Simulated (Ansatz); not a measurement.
Nudged elastic band of BNH$_{5}$OF (part 1 of 2)

BNH$_{5}$OF, computed with RKS BHLYP-D4/6-31G* (Ansatz 0.2.0).

It belongs to a series of runs on one base structure; here: band between the two ends. Figures and captions count atoms from 1; the log counts them from 0 in places.

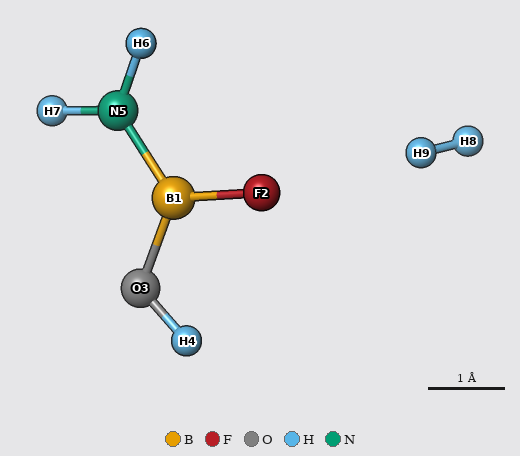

The starting structure (ball-and-stick view, seen on its broad side; atoms are numbered from 1 in the order of the input).

## Input file
```yaml
crystal:
  periodic: [false, false, false]
  atoms:
    - { symbol: B, position_ang: [-0.158715, -0.426169, -0.445281] }
    - { symbol: F, position_ang: [-0.041702, -0.186073, 0.870532] }
    - { symbol: O, position_ang: [0.95968, -0.659796, -1.178617] }
    - { symbol: H, position_ang: [1.749378, -0.623333, -0.641738] }
    - { symbol: "N", position_ang: [-1.424323, -0.43226, -1.031951] }
    - { symbol: H, position_ang: [-2.258645, -0.260093, -0.510142] }
    - { symbol: H, position_ang: [-1.559956, -0.604314, -2.007165] }
    - { symbol: H, position_ang: [0.120453, 2.717066, 2.118775] }
    - { symbol: H, position_ang: [0.077631, 2.029372, 1.859887] }
basis:
  gaussian: { orbitals: "6-31G*" }
hamiltonian:
  xc: { name: BHLYP }
  dispersion: d4
neb:
  order_check: false
  images: 7
  f_tol: 0.05
  max_iterations: 60
  final_atoms:
    - { symbol: B, position_ang: [-0.65930286, 0.41183317, -0.26095973] }
    - { symbol: F, position_ang: [1.42658871, 1.04246088, 2.29937903] }
    - { symbol: O, position_ang: [0.62054797, -0.0070841, 0.02276171] }
    - { symbol: H, position_ang: [0.92487224, -0.77454675, -0.46032633] }
    - { symbol: "N", position_ang: [-1.4642767, -0.20865875, -1.21719859] }
    - { symbol: H, position_ang: [-1.20098132, -1.0002163, -1.77263042] }
    - { symbol: H, position_ang: [-2.39146998, 0.11635598, -1.40443257] }
    - { symbol: H, position_ang: [-1.05686382, 1.34457555, 0.35080957] }
    - { symbol: H, position_ang: [1.26468675, 0.62968033, 1.47689732] }
  initial_path:
    images:
      - { positions_ang: [[-0.158715, -0.426169, -0.445281], [-0.041702, -0.186073, 0.870532], [0.95968, -0.659796, -1.178617], [1.749378, -0.623333, -0.641738], [-1.424323, -0.43226, -1.031951], [-2.258645, -0.260093, -0.510142], [-1.559956, -0.604314, -2.007165], [0.120453, 2.717066, 2.118775], [0.077631, 2.029372, 1.859887]] }
      - { positions_ang: [[-0.11823631, -0.31616634, -0.33090124], [-0.0253273, -0.09616042, 1.07151238], [1.02361917, -0.50523544, -1.06040311], [1.69299341, -0.71772563, -0.67455768], [-1.40536078, -0.342575, -0.95927504], [-2.19573719, -0.41589476, -0.52165824], [-1.57355324, -0.28410659, -1.86576713], [0.04210916, 2.40083582, 1.67619381], [0.02329409, 1.83142836, 1.69915626]] }
      - { positions_ang: [[-0.07775762, -0.20616368, -0.21652148], [-0.00895261, -0.00624784, 1.27249276], [1.08755833, -0.35067487, -0.94218922], [1.63660882, -0.81211826, -0.70737737], [-1.38639856, -0.25288999, -0.88659909], [-2.13282939, -0.57169653, -0.53317447], [-1.58715049, 0.03610081, -1.72436926], [-0.03623468, 2.08460563, 1.23361262], [-0.03104282, 1.63348473, 1.53842551]] }
      - { positions_ang: [[-0.03727893, -0.09616103, -0.10214172], [0.00742209, 0.08366474, 1.47347313], [1.1514975, -0.19611431, -0.82397533], [1.58022423, -0.90651089, -0.74019705], [-1.36743634, -0.16320499, -0.81392313], [-2.06992158, -0.72749829, -0.54469071], [-1.60074773, 0.35630822, -1.58297139], [-0.11457852, 1.76837545, 0.79103143], [-0.08537973, 1.43554109, 1.37769477]] }
      - { positions_ang: [[0.00319977, 0.01384163, 0.01223804], [0.02379679, 0.17357732, 1.67445351], [1.21543667, -0.04155375, -0.70576144], [1.52383964, -1.00090352, -0.77301674], [-1.34847411, -0.07351998, -0.74124717], [-2.00701377, -0.88330005, -0.55620694], [-1.61434497, 0.67651563, -1.44157353], [-0.19292237, 1.45214527, 0.34845024], [-0.13971664, 1.23759746, 1.21696403]] }
      - { positions_ang: [[-0.16242589, 0.11333952, -0.0560614], [0.37449477, 0.39079821, 1.83068489], [1.06671449, -0.03293633, -0.52363065], [1.37409779, -0.94431433, -0.69484414], [-1.37742476, -0.10730467, -0.86023502], [-1.80550566, -0.91252911, -0.86031281], [-1.80862623, 0.53647571, -1.43228829], [-0.40890773, 1.42525284, 0.34904007], [0.21138421, 1.08561818, 1.28194735]] }
      - { positions_ang: [[-0.32805155, 0.2128374, -0.12436085], [0.72519275, 0.6080191, 1.98691627], [0.91799232, -0.02431892, -0.34149986], [1.22435594, -0.88772514, -0.61667153], [-1.4063754, -0.14108937, -0.97922288], [-1.60399754, -0.94175818, -1.16441868], [-2.00290748, 0.3964358, -1.42300305], [-0.62489309, 1.39836041, 0.3496299], [0.56248506, 0.93363889, 1.34693067]] }
      - { positions_ang: [[-0.4936772, 0.31233529, -0.19266029], [1.07589073, 0.82523999, 2.14314765], [0.76927014, -0.01570151, -0.15936907], [1.07461409, -0.83113594, -0.53849893], [-1.43532605, -0.17487406, -1.09821073], [-1.40248943, -0.97098724, -1.46852455], [-2.19718873, 0.25639589, -1.41371781], [-0.84087845, 1.37146798, 0.35021974], [0.91358591, 0.78165961, 1.411914]] }
      - { positions_ang: [[-0.65930286, 0.41183317, -0.26095973], [1.42658871, 1.04246088, 2.29937903], [0.62054797, -0.0070841, 0.02276171], [0.92487224, -0.77454675, -0.46032633], [-1.4642767, -0.20865875, -1.21719859], [-1.20098132, -1.0002163, -1.77263042], [-2.39146998, 0.11635598, -1.40443257], [-1.05686382, 1.34457555, 0.35080957], [1.26468675, 0.62968033, 1.47689732]] }
```

Run as:
```bash
ansatz run input.yaml --threads 1 --pin off --max-ram 2048MiB --backend cpu --events-out ev --progress --plain --runs-dir out
```

## Log
```
Engine: ansatz 0.2.0, aarch64-unknown-linux-gnu
Functional definition: BHLYP
  parameter a = 0.5
  exchange = (1 - a)*b88_x + a*exact_x
  correlation = lyp_c
770 factors; integrals over basis functions are off by at most 4.0e-4 eV
mean field evaluation 1: about -7006.5047 eV, gradient 5.5e1 eV
mean field evaluation 2: about -7007.1158 eV, gradient 5.2e1 eV
mean field evaluation 4: about -7011.6975 eV, gradient 1.6e0 eV
mean field evaluation 8: about -7011.7359 eV, gradient 4.9e-2 eV
mean field -7011.73587752 eV, -257.6765407735 hartree, gradient 2.2e-5 eV, S^2 0.000000; 0 other end points of the search recorded, 0 dependent functions left out
the calculation of the forces begins
reference -7011.73602022 eV, -257.6765460179 hartree; 17, 17 occupied and 53, 53 virtual orbitals, 770 factors
769 factors; integrals over basis functions are off by at most 3.8e-4 eV
mean field evaluation 16: about -7005.0785 eV, gradient 5.6e1 eV
mean field -7010.39185539 eV, -257.6271488711 hartree, gradient 1.8e-5 eV, S^2 0.000000; 0 other end points of the search recorded, 0 dependent functions left out
[... from here on the field's lines of each further geometry are left out, up to the last ...]
NEB iter   1: max|band force component| = 2.187e1 eV/Å  barrier→ = 6.1442 eV  barrier← = 4.7952 eV  Δτ_max = 0.2000 Å  (227 SCF iters)
NEB iter   2: max|band force component| = 2.857e0 eV/Å  barrier→ = 3.6466 eV  barrier← = 2.2976 eV  Δτ_max = 0.2000 Å  (208 SCF iters)
NEB iter   3: max|band force component| = 1.513e0 eV/Å  barrier→ = 3.3157 eV  barrier← = 1.9667 eV  Δτ_max = 0.1984 Å  (204 SCF iters)
NEB iter   4: max|band force component| = 1.125e0 eV/Å  barrier→ = 3.1626 eV  barrier← = 1.8136 eV  Δτ_max = 0.1997 Å  (199 SCF iters)
NEB iter   5: max|band force component| = 1.666e0 eV/Å  barrier→ = 2.5304 eV  barrier← = 1.1814 eV  Δτ_max = 0.1023 Å  (205 SCF iters)
NEB iter   6: max|band force component| = 1.431e0 eV/Å  barrier→ = 2.1274 eV  barrier← = 0.7784 eV  Δτ_max = 0.0988 Å  (202 SCF iters)
NEB iter   7: max|band force component| = 1.215e0 eV/Å  barrier→ = 1.8836 eV  barrier← = 0.5346 eV  Δτ_max = 0.1006 Å  (202 SCF iters)
NEB iter   8: max|band force component| = 8.012e-1 eV/Å  barrier→ = 1.8128 eV  barrier← = 0.4638 eV  Δτ_max = 0.0991 Å  (197 SCF iters)
NEB iter   9: max|band force component| = 5.212e-1 eV/Å  barrier→ = 1.7606 eV  barrier← = 0.4116 eV  Δτ_max = 0.0999 Å  (196 SCF iters)
NEB iter  10: max|band force component| = 4.580e-1 eV/Å  barrier→ = 1.7312 eV  barrier← = 0.3822 eV  CI = image 5  Δτ_max = 0.1005 Å  (194 SCF iters)
NEB iter  11: max|band force component| = 2.118e0 eV/Å  barrier→ = 1.9828 eV  barrier← = 0.6338 eV  CI = image 5  Δτ_max = 0.0501 Å  (196 SCF iters)
NEB iter  12: max|band force component| = 2.075e0 eV/Å  barrier→ = 1.9999 eV  barrier← = 0.6509 eV  CI = image 5  Δτ_max = 0.0993 Å  (192 SCF iters)
NEB iter  13: max|band force component| = 2.266e0 eV/Å  barrier→ = 2.0523 eV  barrier← = 0.7033 eV  CI = image 5  Δτ_max = 0.2000 Å  (197 SCF iters)
NEB iter  14: max|band force component| = 2.183e0 eV/Å  barrier→ = 2.2236 eV  barrier← = 0.8746 eV  CI = image 5  Δτ_max = 0.1996 Å  (199 SCF iters)
NEB iter  15: max|band force component| = 2.538e0 eV/Å  barrier→ = 2.5806 eV  barrier← = 1.2316 eV  CI = image 5  Δτ_max = 0.1978 Å  (194 SCF iters)
NEB iter  16: max|band force component| = 1.402e0 eV/Å  barrier→ = 3.1879 eV  barrier← = 1.8389 eV  CI = image 5  Δτ_max = 0.0997 Å  (207 SCF iters)
NEB iter  17: max|band force component| = 1.060e0 eV/Å  barrier→ = 3.1412 eV  barrier← = 1.7921 eV  CI = image 5  Δτ_max = 0.1691 Å  (197 SCF iters)
NEB iter  18: max|band force component| = 4.420e-1 eV/Å  barrier→ = 3.1333 eV  barrier← = 1.7843 eV  CI = image 5  Δτ_max = 0.1918 Å  (206 SCF iters)
NEB iter  19: max|band force component| = 5.556e-1 eV/Å  barrier→ = 3.1155 eV  barrier← = 1.7665 eV  CI = image 5  Δτ_max = 0.0977 Å  (206 SCF iters)
NEB iter  20: max|band force component| = 9.411e-1 eV/Å  barrier→ = 3.0920 eV  barrier← = 1.7430 eV  CI = image 5  Δτ_max = 0.0499 Å  (204 SCF iters)
NEB iter  21: max|band force component| = 5.342e-1 eV/Å  barrier→ = 3.0888 eV  barrier← = 1.7398 eV  CI = image 5  Δτ_max = 0.0986 Å  (185 SCF iters)
NEB iter  22: max|band force component| = 4.034e-1 eV/Å  barrier→ = 3.0870 eV  barrier← = 1.7380 eV  CI = image 5  Δτ_max = 0.1998 Å  (185 SCF iters)
NEB iter  23: max|band force component| = 4.705e-1 eV/Å  barrier→ = 3.0853 eV  barrier← = 1.7363 eV  CI = image 5  Δτ_max = 0.0994 Å  (189 SCF iters)
NEB iter  24: max|band force component| = 6.591e-1 eV/Å  barrier→ = 3.0842 eV  barrier← = 1.7352 eV  CI = image 5  Δτ_max = 0.0503 Å  (181 SCF iters)
NEB iter  25: max|band force component| = 3.683e-1 eV/Å  barrier→ = 3.0836 eV  barrier← = 1.7346 eV  CI = image 5  Δτ_max = 0.0501 Å  (180 SCF iters)
NEB iter  26: max|band force component| = 2.111e-1 eV/Å  barrier→ = 3.0834 eV  barrier← = 1.7344 eV  CI = image 5  Δτ_max = 0.0503 Å  (175 SCF iters)
NEB iter  27: max|band force component| = 1.397e-1 eV/Å  barrier→ = 3.0834 eV  barrier← = 1.7344 eV  CI = image 5  Δτ_max = 0.0501 Å  (175 SCF iters)
NEB iter  28: max|band force component| = 1.318e-1 eV/Å  barrier→ = 3.0834 eV  barrier← = 1.7344 eV  CI = image 5  Δτ_max = 0.0251 Å  (169 SCF iters)
NEB iter  29: max|band force component| = 1.045e-1 eV/Å  barrier→ = 3.0834 eV  barrier← = 1.7344 eV  CI = image 5  Δτ_max = 0.0251 Å  (162 SCF iters)
NEB iter  30: max|band force component| = 9.107e-2 eV/Å  barrier→ = 3.0834 eV  barrier← = 1.7344 eV  CI = image 5  Δτ_max = 0.0500 Å  (161 SCF iters)
NEB iter  31: max|band force component| = 7.453e-2 eV/Å  barrier→ = 3.0834 eV  barrier← = 1.7344 eV  CI = image 5  Δτ_max = 0.1005 Å  (169 SCF iters)
NEB iter  32: max|band force component| = 5.833e-2 eV/Å  barrier→ = 3.0834 eV  barrier← = 1.7344 eV  CI = image 5  Δτ_max = 0.1007 Å  (164 SCF iters)
NEB iter  33: max|band force component| = 5.834e-2 eV/Å  barrier→ = 3.0834 eV  barrier← = 1.7344 eV  CI = image 5  Δτ_max = 0.0498 Å  (161 SCF iters)
NEB iter  34: max|band force component| = 8.834e-2 eV/Å  barrier→ = 3.0834 eV  barrier← = 1.7344 eV  CI = image 5  Δτ_max = 0.0249 Å  (162 SCF iters)
NEB iter  35: max|band force component| = 6.928e-2 eV/Å  barrier→ = 3.0834 eV  barrier← = 1.7344 eV  CI = image 5  Δτ_max = 0.0250 Å  (165 SCF iters)
the calculation of the forces begins
reference -7010.38276962 eV, -257.6268149754 hartree; 17, 17 occupied and 53, 53 virtual orbitals, 770 factors
770 factors; integrals over basis functions are off by at most 6.1e-4 eV
mean field evaluation 1824: about -7008.6392 eV, gradient 8.4e-5 eV
mean field -7008.63919644 eV, -257.5627398428 hartree, gradient 2.4e-5 eV, S^2 0.000000; 1 other end points of the search recorded, 0 dependent functions left out
the calculation of the forces begins
reference -7008.63931632 eV, -257.5627442486 hartree; 17, 17 occupied and 53, 53 virtual orbitals, 770 factors
NEB iter  36: max|band force component| = 4.890e-2 eV/Å  barrier→ = 3.0834 eV  barrier← = 1.7344 eV  CI = image 5  Δτ_max = 0.0000 Å  (333 SCF iters)
```
